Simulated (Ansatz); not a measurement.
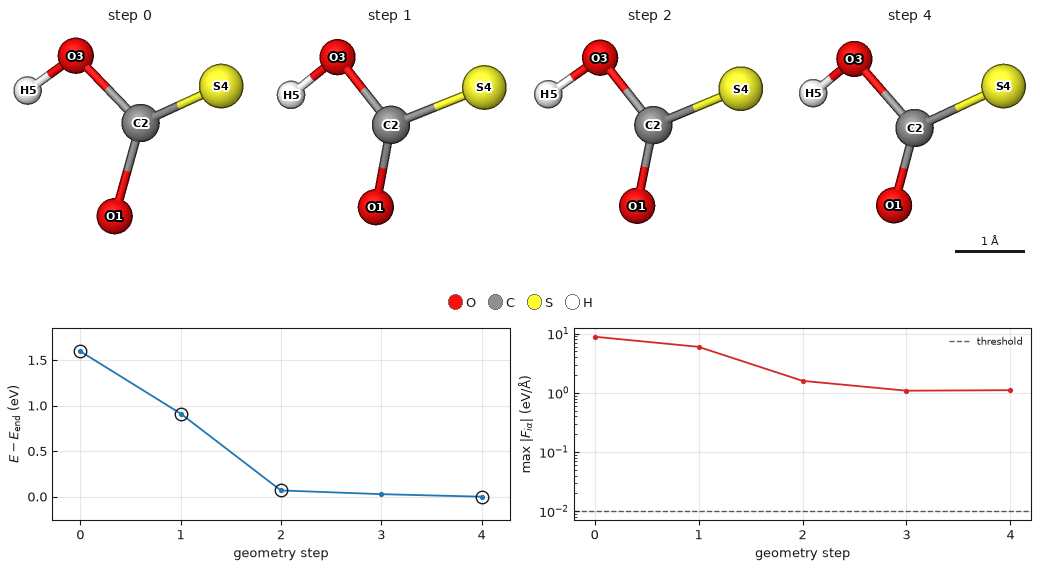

Frames of a relaxation of CHO$_{2}$S (charge −1), marked on the history of the run. Style: ball-and-stick. Shown at a tilt.

Computed with Ansatz, RKS PBE0-D4/def2-SVPD.

Input file:
```yaml
crystal:
  periodic: [false, false, false]
  atoms:
    - {symbol: O, position_ang: [0.858179, 0.312946, 1.259352]}
    - {symbol: C, position_ang: [0.189941, -0.397623, 0.164722]}
    - {symbol: O, position_ang: [-0.547346, 0.502810, -0.704669]}
    - {symbol: S, position_ang: [0.205947, -1.908924, -0.249541]}
    - {symbol: H, position_ang: [-0.459826, 1.446602, -0.300900]}
basis:
  gaussian: {orbitals: def2-SVPD}
total_charge: -1
hamiltonian: {xc: pbe0, dispersion: d4}
relax: {f_tol: 0.01, max_steps: 5, max_displacement: 0.2}
```

Command:
```bash
ansatz run in.yaml --threads 2 --pin off --events-out ev --progress --plain --max-ram 3481MiB
```

**Describe the path.**

The relaxation stopped without meeting its thresholds, so the last structure isn't shown to be converged. It used up its limit of 5 steps. O1 moves most after the best rigid fit: 0.16 Å. Largest moves by element: O 0.16 Å, C 0.12 Å, H 0.09 Å, S 0.03 Å. Some distances before and after: O1–C2 1.466 → 1.216 Å, C2–S4 1.567 → 1.708 Å, O3–H5 1.030 → 0.958 Å, C2–O3 1.453 → 1.410 Å. Among the angles between lasting bonds that change: C2–O3–H5 106.9° → 101.2°, O3–C2–S4 116.4° → 112.6°, O1–C2–O3 112.2° → 115.7°. Over 4 geometry steps the energy falls by 1.597 eV. Largest force component: 8.9 eV/Å at the start, 1.1 eV/Å at the end. From step 0 to 1: C2 moves most (0.19 Å), energy −0.684 eV. From step 1 to 2: C2 moves most (0.20 Å), energy −0.844 eV. From step 2 to 4: O3 moves most (0.15 Å), energy −0.069 eV.

| step | E − E(0), eV | largest force component, eV/Å |
| --- | --- | --- |
| 0 | 0.0000 | 8.8827 |
| 1 | -0.6841 | 5.9903 |
| 2 | -1.5282 | 1.5968 |
| 3 | -1.5692 | 1.0878 |
| 4 | -1.5971 | 1.1105 |
